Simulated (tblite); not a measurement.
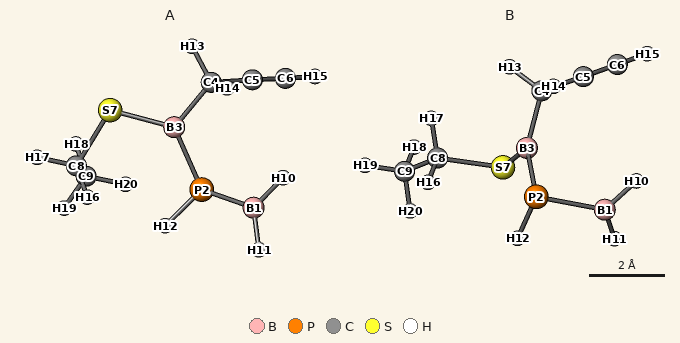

Two geometries of C₅H₁₁B₂PS, drawn at one scale. One is the start of a relaxation, the other its converged end. The picture is a ball-and-stick view, seen at a tilt.

Level of theory: tblite 0.8.0, GFN2-xTB geometry optimisation, gas phase. 

Q: Which of the two is the end point?

A: Structure A is the relaxed one. After 224 geometry steps the energy has fallen by 1.069 eV. The atom that moves furthest after the best rigid fit is S7 (2.53 Å). By element the largest moves are S 2.53 Å, H 1.82 Å, P 1.81 Å, C 0.74 Å, B 0.66 Å. Some distances before and after: B1–P2 1.928 → 1.804 Å, B3–S7 1.879 → 1.784 Å, P2–H12 1.463 → 1.376 Å, P2–B3 1.937 → 1.851 Å. Among the angles between lasting bonds that change: B1–P2–B3 93.6° → 117.2°, B1–P2–H12 93.0° → 110.4°, B3–P2–H12 93.9° → 110.4°. Groups turn about S7–C8 by about 105°, B3–S7 by about 95°, B3–C4 by about 65°. The run took 3.9 s on 1 thread of Arm Neoverse N1, on a shared host.
